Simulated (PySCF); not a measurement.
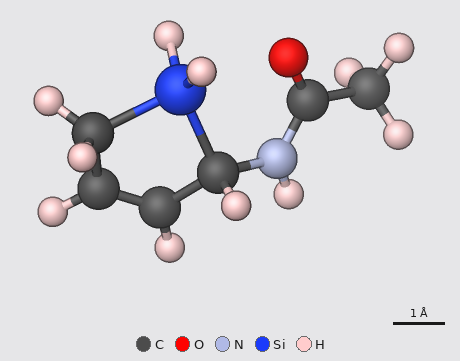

This is the input geometry for a relaxation of C6H11NOSi. Style: ball-and-stick. Shown at a tilt.

The start comes from GFN2-xTB. Its atoms were then displaced at random by about 0.01 Å.

These are results of PBE0-D3(BJ)/def2-SVP geometry optimisation, gas phase (PySCF 2.14.0, density-fitted response routines), not measurements.

```xyz
20

C     3.2962   -0.4934    0.2648
C     1.8876    0.1235    0.3362
O     1.6071    1.2298   -0.1419
N     0.9904   -0.6017    0.9289
C    -0.3825   -0.0735    1.0212
C    -1.4639   -1.0647    0.7910
C    -2.5198   -0.6472    0.1377
C    -2.5258    0.7791   -0.3355
Si   -0.6788    1.2895   -0.2939
H     3.5335   -0.9812    1.1942
H     3.9876    0.3160    0.0677
H     3.3132   -1.1832   -0.5525
H     1.1351   -1.5063    1.3009
H    -0.5137    0.3545    2.0496
H    -1.3582   -2.0838    1.1839
H    -3.3798   -1.2697   -0.0527
H    -3.0389    0.8667   -1.2971
H    -3.1383    1.3791    0.3726
H    -0.2503    0.9276   -1.6658
H    -0.5517    2.6545    0.1784
```

Q: Where does the relaxation end?

A: The largest move after the best rigid fit is that of H11, 0.81 Å. By element the largest moves are H 0.81 Å, O 0.16 Å, Si 0.15 Å, C 0.12 Å, N 0.03 Å. Some distances before and after: O3–Si9 2.292 → 2.523 Å, C2–Si9 2.888 → 3.041 Å, C2–N4 1.297 → 1.349 Å, Si9–H20 1.450 → 1.489 Å. Among the angles between lasting bonds that change: C2–N4–H13 125.6° → 119.5°, H19–Si9–H20 120.4° → 114.4°, C8–Si9–H19 101.2° → 105.8°. Groups turn about C1–C2 by about 45°. The energy falls by 30.7 kJ/mol in 24 geometry steps.

History of the run:

| step | E − E(0), kJ/mol |
| --- | --- |
| 0 | 0.00 |
| 1 | -28.13 |
| 2 | -27.43 |
| 3 | -29.07 |
| 4 | -29.26 |
| 5 | -29.30 |
| 6 | -29.40 |
| 7 | -29.44 |
| 8 | -29.50 |
| 9 | -29.62 |
| 10 | -29.70 |
| 11 | -29.83 |
| 12 | -29.95 |
| 13 | -30.10 |
| 14 | -30.26 |
| 15 | -30.38 |
| 16 | -30.44 |
| 17 | -30.50 |
| 18 | -30.51 |
| 19 | -30.55 |
| 20 | -30.59 |
| 21 | -30.62 |
| 22 | -30.65 |
| 23 | -30.66 |
| 24 | -30.67 |

The structure at the end:

```xyz
20

C     3.3353   -0.5049    0.3053
C     1.9606    0.1061    0.3005
O     1.7397    1.1918   -0.2239
N     0.9738   -0.5908    0.9015
C    -0.3582   -0.0407    0.9947
C    -1.4628   -1.0460    0.8196
C    -2.5818   -0.6375    0.2010
C    -2.6404    0.7787   -0.2946
Si   -0.7777    1.2347   -0.3895
H     3.3678   -1.5120    0.7430
H     4.0125    0.1560    0.8656
H     3.7035   -0.5428   -0.7293
H     1.1913   -1.4630    1.3664
H    -0.4750    0.4736    1.9728
H    -1.3633   -2.0593    1.2274
H    -3.4331   -1.3163    0.0753
H    -3.1880    0.8683   -1.2464
H    -3.1696    1.4260    0.4300
H    -0.3276    0.8186   -1.7481
H    -0.5582    2.6750   -0.0836
```

The end point in the same view:

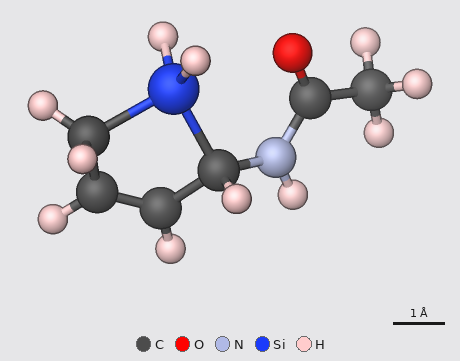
